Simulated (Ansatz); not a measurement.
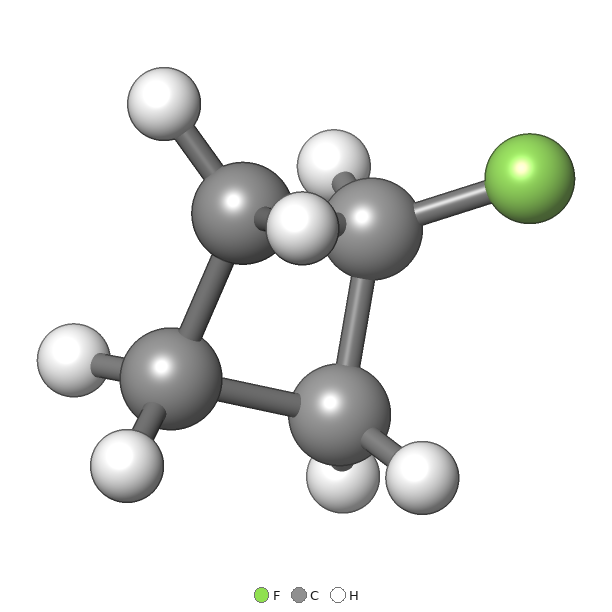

Rendered structure (ball-and-stick style).

The geometry was computed by an optimisation with PBE0-D4/def2-TZVP.

**Which formula does it have?**

C4H7F, 12 atoms: 4 carbon, 7 hydrogen and 1 fluorine.

**What is its SMILES?**

FC1CCC1

More results for the same structure follow; atom numbers are the same in all pictures, views and colours differ.

## Shape

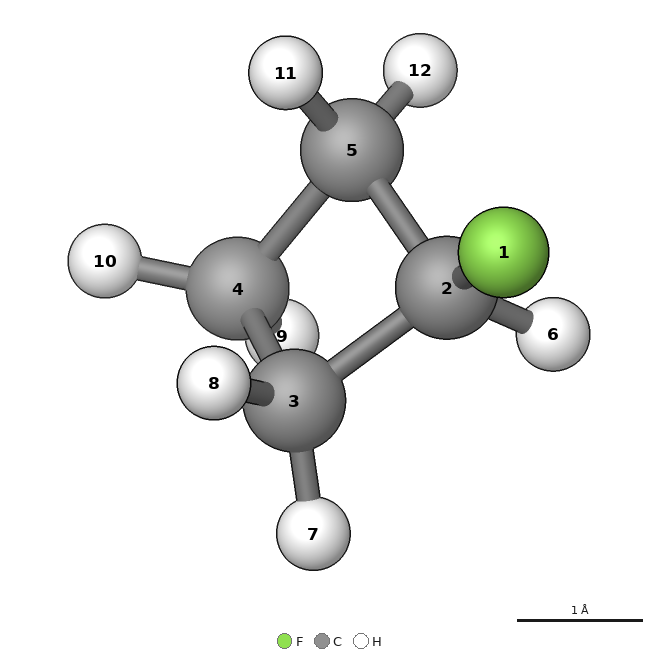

The atoms are numbered.

**What is the dihedral angle C3–C4–C5–C2?**

21° in size, that is syn (eclipsed).

## Dipole moment

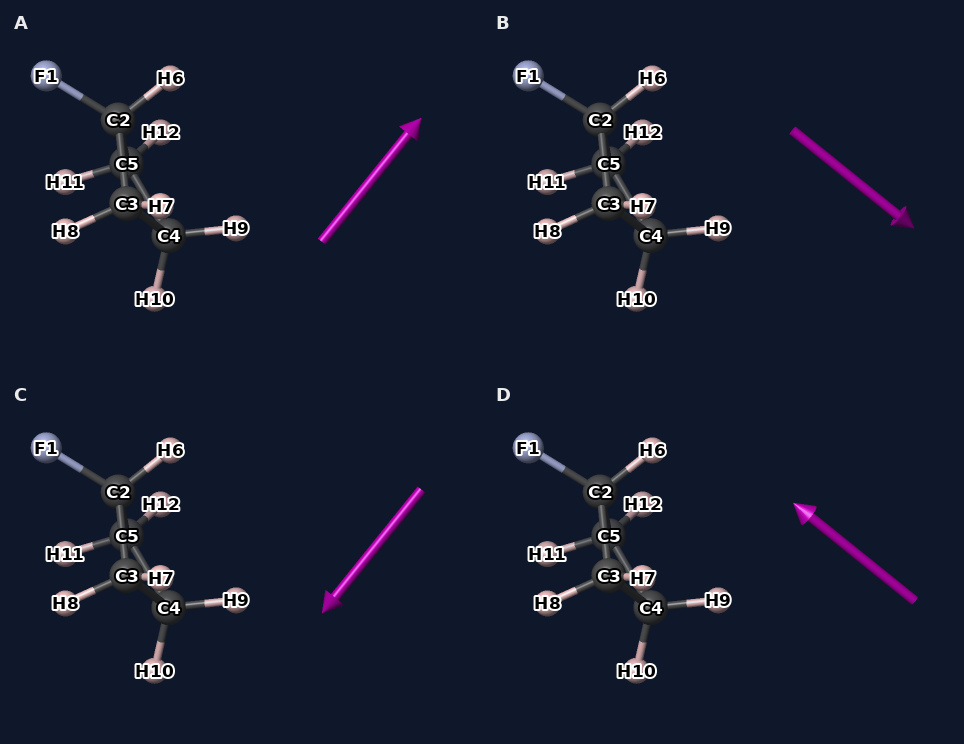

The same molecule four times, each with an arrow. Level of theory: RKS PBE0-D4/def2-TZVP (Ansatz 0.2.0).

**Which arrow points along the dipole moment, from the negative to the positive end?**

B. The dipole moment is 1.85 D; it points from the side of F1 to the side of H9 (the outermost atoms at the two ends).

## Vibrations

Harmonic vibrations computed with RKS PBE0-D4/def2-TZVP (Ansatz 0.2.0) at a stationary point of the same level.

**List the wavenumbers.**

30 modes: 173, 376, 459, 602, 765, 790, 927, 937, 953, 991, 1080, 1134, 1164, 1189, 1245, 1246, 1256, 1275, 1311, 1391, 1466, 1481, 1508, 3070, 3081, 3085, 3088, 3136, 3143, 3154 cm⁻¹.

## Charges

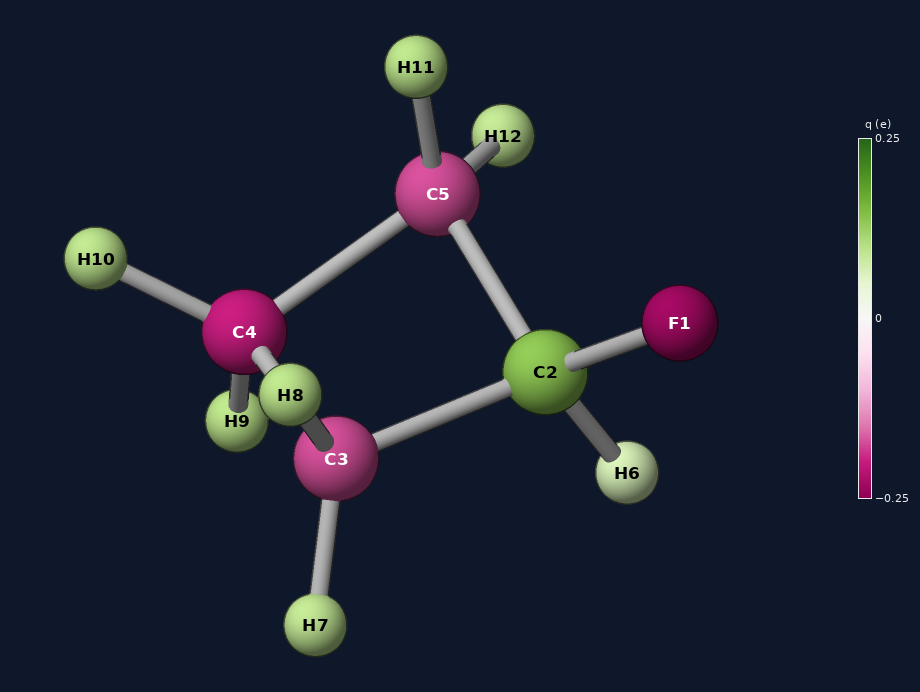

Atoms are coloured by their Mulliken charges. Properties computed with RKS ωB97M-V/def2-TZVPP (Ansatz 0.2.0).

List the Mulliken charges.

```tsv
atom	value (e)
F1	−0.23
C2	0.14
C3	−0.17
C4	−0.20
C5	−0.17
H6	0.07
H7	0.09
H8	0.10
H9	0.10
H10	0.09
H11	0.10
H12	0.09
```

Mulliken values depend strongly on the basis set and can even reverse the polarity of a bond.
